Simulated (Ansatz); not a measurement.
# BGePH+ (triplet): correlated methods under varied settings

What do other methods and options give for BGePH+ (triplet) at this geometry, and how long do they take?

The runs use Ansatz 0.2.0, Gaussian basis; the settings change from run to run.

18 further runs of the same task are left out: 13 that didn't finish, 5 set aside as unsound or not needed.

## (1) The geometry

The geometry is a PBE0/def2-TZVP stationary point (not a proven minimum) of the parent state, kept for this charge and spin. No spin-orbit coupling is included. The filled d shell of Ge may be among the frozen orbitals whatever the setting's name suggests; the logs give the count.

4 atoms, charge 1, spin multiplicity 3.

Atoms are counted from 1 here; the program's logs count them from 0.

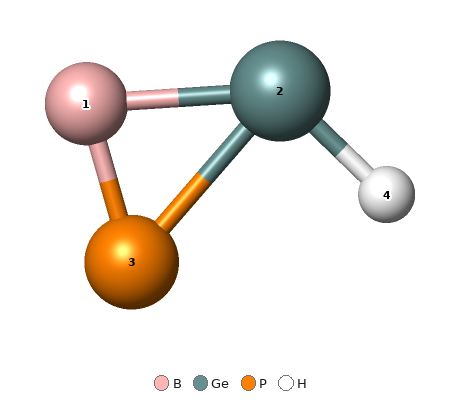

The structure; boron pink, germanium teal, phosphorus orange, hydrogen white; atoms are numbered from 1 in the order of the file.

## (2) MP2 on ROHF/STO-3G

in.yaml

```yaml
crystal:
  periodic: [false, false, false]
  atoms:
    - {symbol: B, position_ang: [0.000000, -1.246974, -0.805916]}
    - {symbol: Ge, position_ang: [0.000000, 0.033178, 0.785825]}
    - {symbol: P, position_ang: [0.000000, 0.305475, -1.589983]}
    - {symbol: H, position_ang: [0.000000, 1.596606, 0.871290]}
basis:
  gaussian: {orbitals: STO-3G}
total_charge: 1
magnetization: {spin_polarized: false, initial_magnetization: 2}
correlation: {method: mp2, electrons: all}
scf: {lower_state_search: off}
```

On the command line:

```bash
ansatz run in.yaml --threads 1 --pin off --events-out ev --progress --plain --max-ram 2393MiB
```

Standard output:

```text
Functional definition: HF
  name "HF"
  cite "Fock, Z. Phys. 61, 126 (1930) doi:10.1007/BF01340294"
  parent pbe
  exchange = exact_x
  correlation = 0
these checks for a lower state are left out or cut short: stability, starts, cluster_reference, orbital_swaps, neighbouring_geometries, increment
352 factors; integrals over basis functions are off by at most 4.1e-5 eV
mean field evaluation 1: about -65666.2365 eV, gradient 1.2e1 eV
mean field evaluation 2: about -65666.2581 eV, gradient 1.2e1 eV
mean field evaluation 4: about -65667.8958 eV, gradient 3.3e0 eV
mean field evaluation 8: about -65668.1436 eV, gradient 1.6e-1 eV
mean field -65668.14369348 eV, -2413.2597692688 hartree, gradient 7.2e-6 eV, S^2 2.000000; 0 other end points of the search recorded, 0 dependent functions left out
reference -65668.14369348 eV, -2413.2597692688 hartree; 27, 25 occupied and 6, 8 virtual orbitals, 352 factors
second order -3.47431846 eV of doubles, -0.08124043 eV of singles
Total energy: -65671.69925237 eV, -2413.3904336480 hartree
Checks for a lower state left out: stability, starts, cluster_reference, orbital_swaps, neighbouring_geometries, increment
```

Wall time 0.81 s (1 thread of Intel Xeon at 2.50GHz, shared host).

## (3) CCSD on UHF/cc-pVDZ

Edit in.yaml of step 2 so:

```diff
@@ -8,6 +8,6 @@
 basis:
-  gaussian: {orbitals: STO-3G}
+  gaussian: {orbitals: cc-pVDZ}
 total_charge: 1
-magnetization: {spin_polarized: false, initial_magnetization: 2}
-correlation: {method: mp2, electrons: all}
+magnetization: {spin_polarized: true, initial_magnetization: 2}
+correlation: {method: ccsd, electrons: outside_noble_gas}
 scf: {lower_state_search: off}
```

Same command.

Standard output, shortened:

```text
Functional definition: HF
  name "HF"
  cite "Fock, Z. Phys. 61, 126 (1930) doi:10.1007/BF01340294"
  parent pbe
[...]
696 factors; integrals over basis functions are off by at most 1.0e-3 eV
[...]
mean field -66421.09493831 eV, -2440.9302171479 hartree, gradient 3.0e-6 eV, S^2 2.116686; 0 other end points of the search recorded, 0 dependent functions left out
20 core orbitals not correlated: weight in the atoms' cores, before any rotation towards them, 0.999 or more for the frozen orbitals, at most 0.000 for the correlated occupied ones
reference -66421.09493831 eV, -2440.9302171479 hartree; 7, 5 occupied and 37, 39 virtual orbitals, 696 factors
second order -6.10774989 eV of doubles, -0.00000000 eV of singles
cycle   1  -6.63140699 eV  change   -5.2e-1 eV  update   1.0e-1
[...]
cycle  16  -7.10780244 eV  change    5.4e-6 eV  update   7.9e-6
Total energy: -66428.20274075 eV, -2441.1914240696 hartree
Checks for a lower state left out: stability, starts, cluster_reference, orbital_swaps, neighbouring_geometries, increment
```

Run time: 6.5 s. Hardware: 1 thread of Intel Xeon at 2.50GHz, shared host.

From the report: ⟨S²⟩ of the determinant 2.117 (pure triplet: 2.00); correlation -7.1078 eV; T1 0.041; largest double amplitude 0.08.

## (4) MP2 on UHF/cc-pVDZ

Edit in.yaml of step 3 so:

```diff
@@ -11,3 +11,4 @@
 magnetization: {spin_polarized: true, initial_magnetization: 2}
-correlation: {method: ccsd, electrons: outside_noble_gas}
-scf: {lower_state_search: off}
+hamiltonian: {pseudopotentials: {relativity: none}}
+correlation: {method: mp2, electrons: valence}
+accuracy: high
```

The command is unchanged.

Standard output, shortened:

```text
Functional definition: HF
  name "HF"
  cite "Fock, Z. Phys. 61, 126 (1930) doi:10.1007/BF01340294"
  parent pbe
[...]
1389 factors; integrals over basis functions are off by at most 4.4e-9 eV
[...]
mean field -66421.09507689 eV, -2440.9302222404 hartree, gradient 2.3e-8 eV, S^2 2.116688; 11 other end points of the search recorded, 0 dependent functions left out
15 core orbitals not correlated: weight in the atoms' cores, before any rotation towards them, 1.000 or more for the frozen orbitals, at most 0.000 for the correlated occupied ones
reference -66421.09507689 eV, -2440.9302222404 hartree; 12, 10 occupied and 37, 39 virtual orbitals, 1389 factors
second order -6.62306209 eV of doubles, -0.00000000 eV of singles
Total energy: -66427.71813898 eV, -2441.1736152830 hartree
```

It took 25 s on 1 thread of Intel Xeon at 2.50GHz, shared host.

From the report: ⟨S²⟩ of the determinant 2.117 (pure triplet: 2.00).

## (5) BCCD(T) on UHF/cc-pVDZ

Edit in.yaml of step 4 so:

```diff
@@ -8,7 +8,7 @@
 basis:
-  gaussian: {orbitals: cc-pVDZ}
+  gaussian: {orbitals: cc-pVDZ, fitting: {mean_field: def2-universal-jkfit}}
 total_charge: 1
 magnetization: {spin_polarized: true, initial_magnetization: 2}
-hamiltonian: {pseudopotentials: {relativity: none}}
-correlation: {method: mp2, electrons: valence}
+correlation: {method: bccd_t, electrons: outside_noble_gas}
 accuracy: high
+scf: {lower_state_search: off}
```

Launched as before.

Standard output, shortened:

```text
Functional definition: HF
  name "HF"
  cite "Fock, Z. Phys. 61, 126 (1930) doi:10.1007/BF01340294"
  parent pbe
[...]
487 factors; integrals over basis functions are off by at most 3.8e-1 eV
[...]
mean field -66421.09262251 eV, -2440.9301320436 hartree, gradient 1.5e-8 eV, S^2 2.116638; 0 other end points of the search recorded, 0 dependent functions left out
20 core orbitals not correlated: weight in the atoms' cores, before any rotation towards them, 0.999 or more for the frozen orbitals, at most 0.000 for the correlated occupied ones
reference -66421.09262251 eV, -2440.9301320436 hartree; 7, 5 occupied and 37, 39 virtual orbitals, 487 factors
second order -6.10569051 eV of doubles, -0.00000000 eV of singles
cycle   1  -6.67808455 eV  change   -5.7e-1 eV  update   1.0e-1
[...]
cycle  35  -7.07864157 eV  change  -2.2e-10 eV  update   1.1e-9
perturbative correction -0.46003772 eV, -0.0169060744 hartree
Total energy: -66428.63130180 eV, -2441.2071733975 hartree
Checks for a lower state left out: stability, starts, cluster_reference, orbital_swaps, neighbouring_geometries, increment
```

Run time: 10 s. Hardware: 1 thread of Intel Xeon at 2.50GHz, shared host.

From the report: ⟨S²⟩ of the determinant 2.117 (pure triplet: 2.00); correlation -7.5387 eV; largest double amplitude 0.08.

## (6) BCCD(T)/cc-pVDZ

Edit in.yaml of step 5 so:

```diff
@@ -8,7 +8,7 @@
 basis:
-  gaussian: {orbitals: cc-pVDZ, fitting: {mean_field: def2-universal-jkfit}}
+  gaussian: {orbitals: cc-pVDZ}
 total_charge: 1
-magnetization: {spin_polarized: true, initial_magnetization: 2}
+magnetization: {spin_polarized: false, initial_magnetization: 2}
+hamiltonian: {xc: {name: r2SCAN}}
 correlation: {method: bccd_t, electrons: outside_noble_gas}
-accuracy: high
 scf: {lower_state_search: off}
```

The command is unchanged.

Standard output, shortened:

```text
Functional definition: r2SCAN
  name "r2SCAN"
  cite "Furness, Kaplan, Ning, Perdew & Sun, J. Phys. Chem. Lett. 11, 8208 (2020) doi:10.1021/acs.jpclett.0c02405"
  cite "Furness, Kaplan, Ning, Perdew & Sun, J. Phys. Chem. Lett. 11, 9248 (2020) doi:10.1021/acs.jpclett.0c03077"
  parent r2scan
[...]
696 factors; integrals over basis functions are off by at most 1.0e-3 eV
[...]
mean field -66484.84374864 eV, -2443.2729427169 hartree, gradient 1.8e-6 eV, S^2 2.000000; 0 other end points of the search recorded, 0 dependent functions left out
20 core orbitals not correlated: weight in the atoms' cores, before any rotation towards them, 0.999 or more for the frozen orbitals, at most 0.000 for the correlated occupied ones
reference -66420.07710757 eV, -2440.8928125580 hartree; 7, 5 occupied and 37, 39 virtual orbitals, 696 factors
second order -6.99340480 eV of doubles, -0.46182090 eV of singles
cycle   1  -7.48556575 eV  change   -3.1e-2 eV  update   9.9e-2
[...]
cycle  16  -7.83799636 eV  change   -1.4e-6 eV  update   1.2e-5
perturbative correction -0.46074424 eV, -0.0169320384 hartree
Total energy: -66428.37584817 eV, -2441.1977856499 hartree
Checks for a lower state left out: stability, starts, cluster_reference, orbital_swaps, neighbouring_geometries, increment
```

Run time: 12 s. Hardware: 1 thread of Intel Xeon at 2.50GHz, shared host.

From the report: correlation -8.2987 eV; largest double amplitude 0.08.

## (7) HF/6-31G

in.yaml

```yaml
crystal:
  periodic: [false, false, false]
  atoms:
    - {symbol: B, position_ang: [0.000000, -1.246974, -0.805916]}
    - {symbol: Ge, position_ang: [0.000000, 0.033178, 0.785825]}
    - {symbol: P, position_ang: [0.000000, 0.305475, -1.589983]}
    - {symbol: H, position_ang: [0.000000, 1.596606, 0.871290]}
basis:
  gaussian: {orbitals: 6-31G}
total_charge: 1
magnetization: {spin_polarized: true, initial_magnetization: 2}
hamiltonian: {xc: hf}
output: {orbitals: {seedname: orbitals}}
```

The command is unchanged.

Standard output, shortened:

```text
Functional definition: HF
  name "HF"
  cite "Fock, Z. Phys. 61, 126 (1930) doi:10.1007/BF01340294"
  parent pbe
[...]
548 factors; integrals over basis functions are off by at most 4.2e-4 eV
[...]
mean field -66410.50305141 eV, -2440.5409724838 hartree, gradient 2.3e-5 eV, S^2 2.143277; 4 other end points of the search recorded, 0 dependent functions left out
reference -66410.50305141 eV, -2440.5409724838 hartree; 27, 25 occupied and 26, 28 virtual orbitals, 548 factors
Total energy: -66410.50305141 eV, -2440.5409724838 hartree
```

Run time: 8.5 s. Hardware: 1 thread of Intel Xeon at 2.50GHz, shared host.

From the report: ⟨S²⟩ of the determinant 2.143 (pure triplet: 2.00).

## (8) CCSDT(Q) on ROHF/STO-3G

Edit in.yaml of step 7 so:

```diff
@@ -8,6 +8,6 @@
 basis:
-  gaussian: {orbitals: 6-31G}
+  gaussian: {orbitals: STO-3G}
 total_charge: 1
-magnetization: {spin_polarized: true, initial_magnetization: 2}
-hamiltonian: {xc: hf}
-output: {orbitals: {seedname: orbitals}}
+magnetization: {spin_polarized: false, initial_magnetization: 2}
+correlation: {method: ccsdt_q, electrons: outside_noble_gas, diis_vectors: 2}
+output: {forces: true}
```

The command is unchanged.

Standard output, shortened:

```text
Functional definition: HF
  name "HF"
  cite "Fock, Z. Phys. 61, 126 (1930) doi:10.1007/BF01340294"
  parent pbe
[...]
508 factors; integrals over basis functions are off by at most 4.3e-8 eV
[...]
mean field -65668.14382949 eV, -2413.2597742673 hartree, gradient 8.3e-6 eV, S^2 2.000000; 13 other end points of the search recorded, 0 dependent functions left out
[...]
determinant -65668.14382949 eV, -2413.2597742673 hartree, with singles and doubles -65672.28330216 eV, -2413.4118970820 hartree
determinant -65667.89310597 eV, -2413.2505603476 hartree, with singles and doubles -65671.52305642 eV, -2413.3839585663 hartree
determinant -65666.18987601 eV, -2413.1879678011 hartree, with singles and doubles -65670.64378151 eV, -2413.3516458094 hartree
determinant -65665.60830265 eV, -2413.1665953744 hartree, with singles and doubles -65670.33227897 eV, -2413.3401983020 hartree
[...]
20 core orbitals not correlated, not the lowest: weight in the atoms' cores, before any rotation towards them, 0.956 or more for the frozen orbitals, at most 0.035 for the correlated occupied ones
reference -65668.14382949 eV, -2413.2597742673 hartree; 7, 5 occupied and 6, 8 virtual orbitals, 508 factors
second order -3.30750391 eV of doubles, -0.08044588 eV of singles
cycle   1  -3.66183967 eV  change   -2.7e-1 eV  update   1.2e-1
[...]
cycle  57  -4.40662390 eV  change    6.3e-8 eV  update   2.9e-7
perturbative correction -0.02982698 eV, -0.0010961213 hartree
[...]
Total energy: -65672.58028037 eV, -2413.4228108300 hartree
Atom 0 at     0.000000    -1.246974    -0.805916 Å, force     0.000000    -0.786514    -0.093569 eV/Å
Atom 1 at     0.000000     0.033178     0.785825 Å, force     0.000000     2.008122    -0.776836 eV/Å
Atom 2 at     0.000000     0.305475    -1.589983 Å, force    -0.000000     0.018607     0.293443 eV/Å
Atom 3 at     0.000000     1.596606     0.871290 Å, force     0.000000    -1.240215     0.576963 eV/Å
Dipole moment:     0.000000     0.038955    -0.161274 e Å
```

Run time: 57 s. Hardware: 1 thread of Intel Xeon at 2.50GHz, shared host.

From the report: correlation -4.4365 eV; T1 0.054; largest double amplitude 0.15.

## (9) CCSD(T) on ROHF/6-31G*

Edit in.yaml of step 8 so:

```diff
@@ -8,6 +8,7 @@
 basis:
-  gaussian: {orbitals: STO-3G}
+  gaussian: {orbitals: "6-31G*"}
 total_charge: 1
 magnetization: {spin_polarized: false, initial_magnetization: 2}
-correlation: {method: ccsdt_q, electrons: outside_noble_gas, diis_vectors: 2}
+correlation: {method: ccsd_t, electrons: outside_noble_gas}
+scf: {omitted_lower_state_checks: [cluster_reference]}
 output: {forces: true}
```

Launched as before.

Standard output, shortened:

```text
Functional definition: HF
  name "HF"
  cite "Fock, Z. Phys. 61, 126 (1930) doi:10.1007/BF01340294"
  parent pbe
[...]
650 factors; integrals over basis functions are off by at most 6.3e-4 eV
[...]
mean field -66413.20835011 eV, -2440.6403903771 hartree, gradient 2.8e-6 eV, S^2 2.000000; 12 other end points of the search recorded, 0 dependent functions left out
20 core orbitals not correlated: weight in the atoms' cores, before any rotation towards them, 1.000 or more for the frozen orbitals, at most 0.000 for the correlated occupied ones
reference -66413.20835011 eV, -2440.6403903771 hartree; 7, 5 occupied and 44, 46 virtual orbitals, 650 factors
second order -6.18236330 eV of doubles, -0.11470777 eV of singles
cycle   1  -6.70372134 eV  change   -4.0e-1 eV  update   1.0e-1
[...]
cycle  21  -7.16266487 eV  change   -9.8e-8 eV  update   2.4e-7
perturbative correction -0.43803411 eV, -0.0160974567 hartree
[...]
Total energy: -66420.80904910 eV, -2440.9197109129 hartree
Atom 0 at     0.000000    -1.246974    -0.805916 Å, force    -0.000000    -1.593131    -0.820108 eV/Å
Atom 1 at     0.000000     0.033178     0.785825 Å, force     0.000000     1.154550     0.540146 eV/Å
Atom 2 at     0.000000     0.305475    -1.589983 Å, force     0.000000     0.269989    -0.326270 eV/Å
Atom 3 at     0.000000     1.596606     0.871290 Å, force    -0.000000     0.168592     0.606231 eV/Å
Dipole moment:     0.000000     0.061535    -0.045590 e Å
Checks for a lower state left out: cluster_reference
```

It took 46 s on 1 thread of Intel Xeon at 2.50GHz, shared host; peak memory 0.27 GiB.

From the report: correlation -7.6007 eV; T1 0.048; largest double amplitude 0.09.

## (10) CCSD on UHF/cc-pVDZ

in.yaml

```yaml
crystal:
  periodic: [false, false, false]
  atoms:
    - {symbol: B, position_ang: [0.000000, -1.246974, -0.805916]}
    - {symbol: Ge, position_ang: [0.000000, 0.033178, 0.785825]}
    - {symbol: P, position_ang: [0.000000, 0.305475, -1.589983]}
    - {symbol: H, position_ang: [0.000000, 1.596606, 0.871290]}
basis:
  gaussian: {orbitals: cc-pVDZ}
total_charge: 1
magnetization: {spin_polarized: true, initial_magnetization: 2}
correlation: {method: ccsd, electrons: outside_noble_gas}
```

The command is unchanged.

Standard output, shortened:

```text
Functional definition: HF
  name "HF"
  cite "Fock, Z. Phys. 61, 126 (1930) doi:10.1007/BF01340294"
  parent pbe
[...]
696 factors; integrals over basis functions are off by at most 1.0e-3 eV
[...]
mean field -66421.09493831 eV, -2440.9302171479 hartree, gradient 3.0e-6 eV, S^2 2.116686; 14 other end points of the search recorded, 0 dependent functions left out
determinant -66421.09493831 eV, -2440.9302171479 hartree, with singles and doubles -66428.19802765 eV, -2441.1912508663 hartree
determinant -66420.69930212 eV, -2440.9156777861 hartree, with singles and doubles -66427.66415733 eV, -2441.1716314938 hartree
determinant -66419.79135491 eV, -2440.8823113412 hartree, with singles and doubles -66427.17411602 eV, -2441.1536228081 hartree
determinant -66419.01208981 eV, -2440.8536738770 hartree, with singles and doubles -66425.86037736 eV, -2441.1053438027 hartree
determinant -66421.09493831 eV, -2440.9302171479 hartree, with singles and doubles -66428.20273759 eV, -2441.1914239534 hartree
determinant -66420.69930212 eV, -2440.9156777861 hartree, with singles and doubles -66427.66595105 eV, -2441.1716974119 hartree
20 core orbitals not correlated: weight in the atoms' cores, before any rotation towards them, 0.999 or more for the frozen orbitals, at most 0.000 for the correlated occupied ones
reference -66421.09493831 eV, -2440.9302171479 hartree; 7, 5 occupied and 37, 39 virtual orbitals, 696 factors
second order -6.10774989 eV of doubles, -0.00000000 eV of singles
cycle   1  -7.10779766 eV  change    1.6e-6 eV  update   3.8e-6
Total energy: -66428.20273598 eV, -2441.1914238942 hartree
```

Run time: 73 s. Hardware: 1 thread of Intel Xeon at 2.50GHz, shared host.

From the report: ⟨S²⟩ of the determinant 2.117 (pure triplet: 2.00); correlation -7.1078 eV; T1 0.041; largest double amplitude 0.08.

## (11) All runs side by side

Where basis and cores are those of an earlier UCCSDT(Q)/cc-pVDZ run (-66428.7244 eV), and the state is the same kind, the miss against it is given.

| level | correlated | functions | energy (eV) | from UCCSDT(Q) (meV) | time |
| --- | --- | --- | --- | --- | --- |
| MP2 on ROHF/STO-3G | all | 33 | -65671.6993 |  | 0.81 s |
| CCSD on UHF/cc-pVDZ | outside noble gas | 64 | -66428.2027 | 521.7 | 6.5 s |
| MP2 on UHF/cc-pVDZ | valence | 64 | -66427.7181 |  | 25 s |
| BCCD(T) on UHF/cc-pVDZ | outside noble gas | 64 | -66428.6313 | 93.1 | 10 s |
| BCCD(T)/cc-pVDZ (on r2SCAN orbitals) | outside noble gas | 64 | -66428.3758 | 348.5 | 12 s |
| HF/6-31G |  | 53 | -66410.5031 |  | 8.5 s |
| CCSDT(Q) on ROHF/STO-3G | outside noble gas | 33 | -65672.5803 |  | 57 s |
| CCSD(T) on ROHF/6-31G* | outside noble gas | 71 | -66420.8090 |  | 46 s |
| CCSD on UHF/cc-pVDZ | outside noble gas | 64 | -66428.2027 | 521.7 | 73 s |

## (12) Results

| quantity | value |
| --- | --- |
| runs | 9 |
| quickest | MP2 on ROHF/STO-3G, 0.81 s |
| slowest | CCSD on UHF/cc-pVDZ, 73 s |

**Reading.** Total energies in different bases, with other cores or another treatment of relativity can't be set against each other. CCSD on UHF/cc-pVDZ took 90 times as long as MP2 on ROHF/STO-3G; the jobs differ in more than the method. Among the correlated runs with a miss given, it spans +93 to +522 meV. Cores frozen from Kohn-Sham orbitals shift the total energy.
